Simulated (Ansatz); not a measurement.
Relaxed CsSnI₃ (cubic perovskite):

```xyz
5
Lattice="6.1305 0.0000 0.0000 0.0000 6.1305 0.0000 0.0000 0.0000 6.1305" Properties=species:S:1:pos:R:3 pbc="T T T"
Cs     0.0000     0.0000     0.0000
Sn     3.0652     3.0652     3.0652
I      0.0000     3.0652     3.0652
I      3.0652     3.0652     0.0000
I      3.0652     0.0000     3.0652
```

Scan: atom 5 (I, nearest neighbour Sn at 3.065 Å; its periodic images, 6.1 Å or more away, move with it) is displaced along Cartesian x, direction (1.000, 0.000, 0.000) in Cartesian axes, by s. The other atoms stay.

These are PBEsol (plane waves to 420 eV, PAW, scalar-relativistic; Ansatz, a first-principles code) values and carry that method's errors. k mesh 6×6×6 (Γ-centred), Fermi-Dirac smearing 0.05 eV. The energy includes the smearing's −TS. CsSnI3 was relaxed with its symmetry unable to fall. Spin-orbit coupling is left out, though I is heavy. The PAW data are Ansatz's earlier set. This is a high-temperature form of CsSnI3. The zero of ΔE is the undisplaced structure.

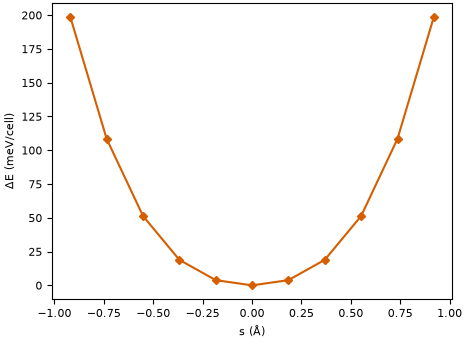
ΔE (meV/cell) against s (Å); computed points joined by lines.

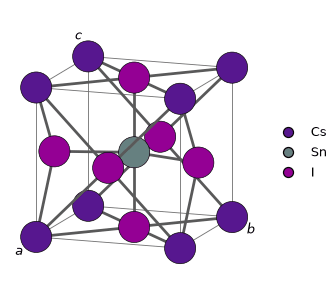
Fig. 1. The cell of the calculation at s = 0.920 Å.

The force along the line at s = -0.920 Å is 0.597 eV/Å, the force constant k = d²E/ds² at s = 0 (finite differences) comes out as 0.22 eV/Å² and the energy at s = 0.920 Å is 198.7 meV/cell. Symmetry of the curve: even: the same for both signs. Shape of the curve: a single well with its minimum at or next to zero displacement.

With its periodic images moving along, the atom's site symmetry in this cell is 4/mmm.

(A displaced cell: forces are minus the slopes of the energy, force constants its curvatures, and phonons follow from these.)
